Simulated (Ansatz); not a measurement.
A series of calculations on SiHCl3 and related structures

Part 1: Relaxation

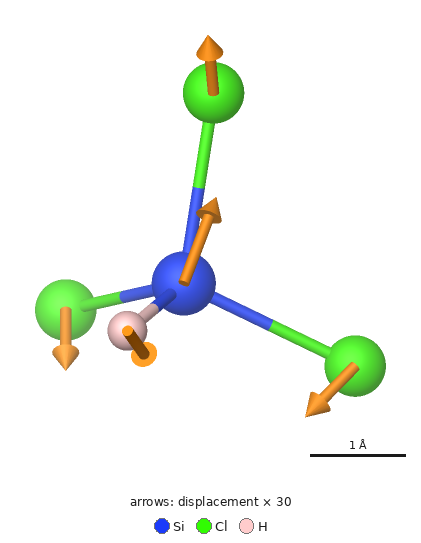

This is a relaxation of SiHCl₃. The starting structure is drawn; orange arrows show the displacements, magnified 30 times. The two geometries are superimposed by the best rigid fit.

Style: ball-and-stick. Shown at a tilt.

It is one of the separated products of a reaction.

The calculation used RKS PBE0-D4/def2-TZVP in Ansatz 0.2.0.

The input:
```yaml
crystal:
  periodic: [false, false, false]
  atoms:
    - {symbol: Si, position_ang: [-0.791108, 0.859121, 0.109036]}
    - {symbol: Cl, position_ang: [-0.896903, 0.171641, -1.806634]}
    - {symbol: Cl, position_ang: [-2.163813, 2.354186, 0.299895]}
    - {symbol: Cl, position_ang: [-1.317305, -0.624200, 1.403834]}
    - {symbol: H, position_ang: [0.533848, 1.398300, 0.416127]}
basis:
  gaussian: {orbitals: def2-TZVP}
hamiltonian: {xc: pbe0, dispersion: d4}
relax: {f_tol: 0.005, max_steps: 200}
```

Run as
```bash
ansatz run in.yaml --threads 8 --pin off --events-out ev --progress --plain --max-ram 19148MiB
```

What happened in the run?

Answer. Over 3 geometry steps the energy falls by 0.016 eV. Largest force component: 0.6 eV/Å at the start, 0.00032 eV/Å at the end. The atom that moves furthest after the best rigid fit is Si1 (0.035 Å). By element the largest moves are Si 0.035 Å, H 0.029 Å, Cl 0.027 Å. Near-neighbour distances that change, for instance: Si1–Cl2 2.038 → 2.030 Å, Si1–H5 1.463 → 1.469 Å. Bond angles that change, for instance: Cl2–Si1–H5 111.6° → 109.4°, Cl2–Si1–Cl3 107.5° → 109.5°. The run took 4.9 s on 8 threads of Arm Neoverse V1 (shared host).

Part 2: Relaxation

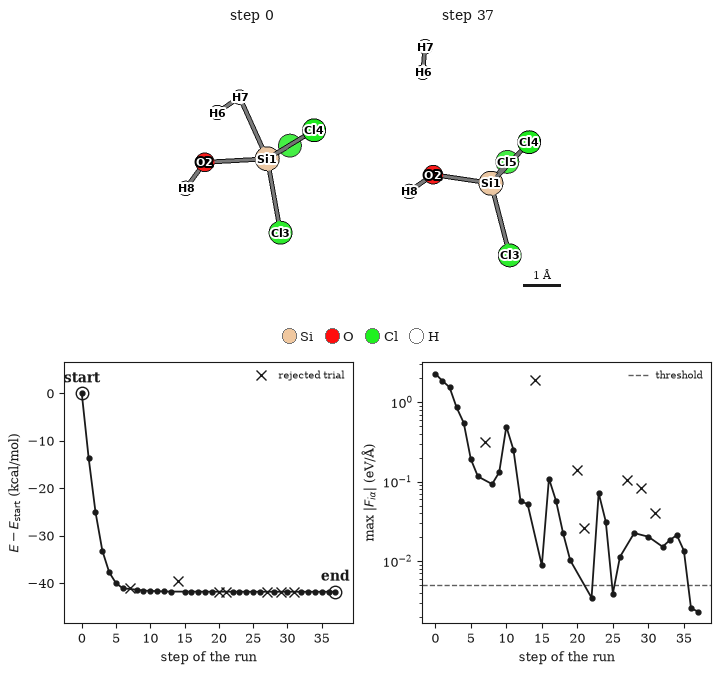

First and last geometry of a relaxation of SiH3OCl3 (started from a transition state, displaced along its imaginary mode), with the history of the run. Style: ball-and-stick. Shown at a tilt.

The calculation used RKS PBE0-D4/def2-TZVP (Ansatz 0.2.0). Settings: force threshold 0.005 eV/Å; at most 200 steps.

**Read the history and describe the run.**

It converged. H7 moves most after the best rigid fit: 1.60 Å. Largest moves by element: H 1.60 Å, Cl 0.71 Å, Si 0.69 Å, O 0.47 Å. Among the contacts that change: Si1–H7 1.835 → 4.115 Å, Si1–H6 1.848 → 3.532 Å, O2–H6 1.435 → 2.799 Å, Si1–O2 1.730 → 1.618 Å. Bond angles that change, for instance: O2–Si1–Cl3 95.9° → 111.2°, O2–Si1–Cl4 119.2° → 106.6°, Cl3–Si1–Cl4 101.8° → 110.0°. Over 30 accepted moves (37 points after the start) the energy falls by 41.8 kcal/mol. The largest force component goes from 2.3 to 0.0023 eV/Å. The line search rejected the trial steps at points 7, 14, 20, 21, 27, 29, 31 of the run. The forces were under the threshold at step 22, but the run went on from there.

Part 3: Reaction

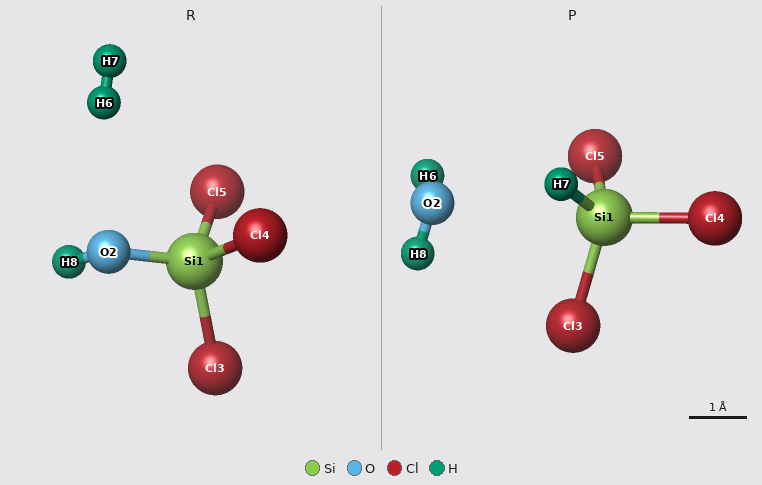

Reactant (R) and product (P) of one elementary step of SiH3OCl3. The picture is a ball-and-stick view, seen at a tilt.

Stationary points at PBE0-D4/def2-TZVP, single-point energies with CCSD(T)/CBS, SPW92 (LDA), PBE-D4, B3LYP-D4, r2SCAN0-D4, r2SCAN-D4 (def2-TZVPP where no basis is named; Ansatz 0.2.0). The energies are electronic, without zero-point or thermal terms, and both ends are the minima reached downhill from the saddle, with any fragments still in contact. CCSD(T)/CBS stands for a frozen-core estimate: MP2 correlation extrapolated from def2-TZVPP and def2-QZVPP, CCSD(T) minus MP2 from the smaller set.

Question: What is the transition state like, and how high is the barrier?

Answer: Counted by bonded pieces, R holds H₂ + SiHCl₃O and P holds H₂O + SiHCl₃. From R over the saddle to P, bonds form: Si1–H7 (4.11 → 1.67 → 1.46 Å), O2–H6 (2.80 → 1.14 → 0.96 Å). Bonds break: Si1–O2 (1.62 → 1.80 → 3.09 Å), H6–H7 (0.75 → 1.13 → 3.26 Å). The saddle has one imaginary mode, 1336i cm⁻¹. With CCSD(T)/CBS the barrier is 57.6 kcal/mol from R and 40.2 kcal/mol from P, and P lies 17.4 kcal/mol above R.

```tsv
level	barrier from R (kcal/mol)	barrier from P (kcal/mol)	P less R (kcal/mol)
CCSD(T)/CBS	57.6	40.2	17.4
SPW92 (LDA)	38.8	23.1	15.6
PBE-D4	48.9	32.7	16.2
B3LYP-D4	57.2	39.7	17.6
r2SCAN0-D4	55.1	36.9	18.2
r2SCAN-D4	53.2	34.6	18.7
```

Against CCSD(T)/CBS, B3LYP-D4 comes closest on the barrier from R (−0.4 kcal/mol) and SPW92 (LDA) misses most (−18.8 kcal/mol).

The saddle point in the same view, with dashed sticks for the bonds that form or break:

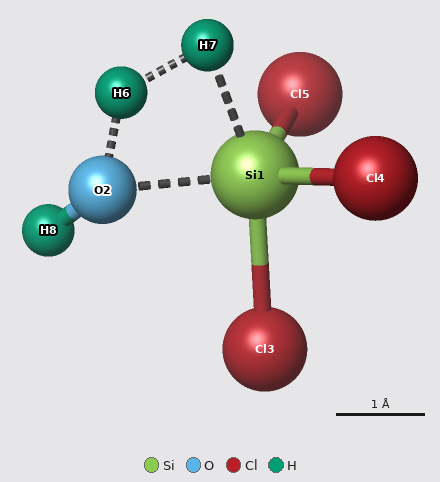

Limits of the set-up: the start holds two separate molecules, 2.8 Å apart at their closest, whose relative position is a soft coordinate.
